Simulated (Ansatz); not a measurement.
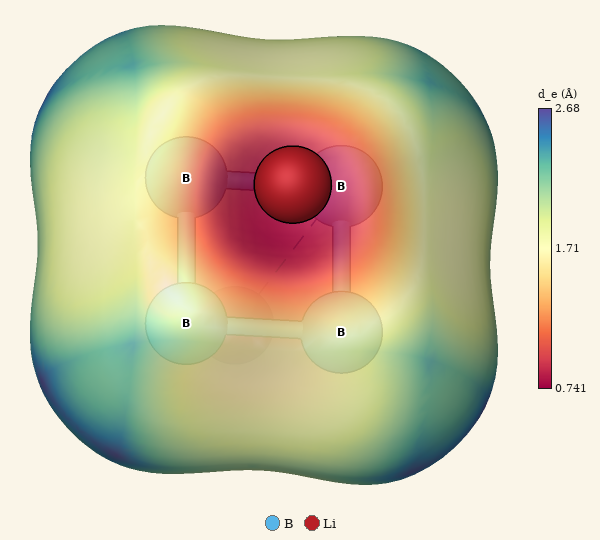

Hirshfeld surface computed for one B4 unit (covalently bonded non-metal atoms) in LiTl$_{3}$B$_{4}$ in space group P4/mmm, coloured by d_e. Dashed lines lead to the closest neighbours outside.

The surface is where the fragment's share of the procrystal density (the sum of the densities of spherically averaged neutral Hartree-Fock atoms) equals one half. d_i and d_e are the distances from the surface to the nearest nucleus inside and outside. From Rb on the atoms have core potentials, so only their outer electrons count.

The cell is taken from the geometry relaxed with DFT PBE, scalar-relativistic, plane waves, PAW (Ansatz); the starting structure was generated, so it need not be a known form of this composition.

```cif
data_structure
_symmetry_space_group_name_H-M 'P4/mmm'
_symmetry_Int_Tables_number 123
_cell_length_a 6.3196
_cell_length_b 6.3196
_cell_length_c 4.0523
_cell_angle_alpha 90.000
_cell_angle_beta 90.000
_cell_angle_gamma 90.000
_cell_volume 161.84
loop_
_atom_site_label
_atom_site_type_symbol
_atom_site_symmetry_multiplicity
_atom_site_Wyckoff_symbol
_atom_site_fract_x
_atom_site_fract_y
_atom_site_fract_z
_atom_site_occupancy
Li1 Li 1 d 0.50000 0.50000 0.50000 1
Tl1 Tl 1 b 0.00000 0.00000 0.50000 1
Tl2 Tl 2 e 0.00000 0.50000 0.50000 1
B1 B 4 j 0.63090 0.63090 0.00000 1
```

What is the shortest distance from the fragment to an atom outside it?

Answer. B–Li, 2.34 Å.

How is the surface shared among contacts (nearest atom inside ··· nearest atom outside)?

Answer. B···Tl 69 %, B···Li 31 %. The surface faces 10 neighbours with more than 2 % of its area each: 8 Tl + 2 Li.

Give the size and shape of the surface.

Answer. It encloses about 48.9 Å³, has an area of about 71 Å² and a globularity of 0.92 (1 for a sphere).
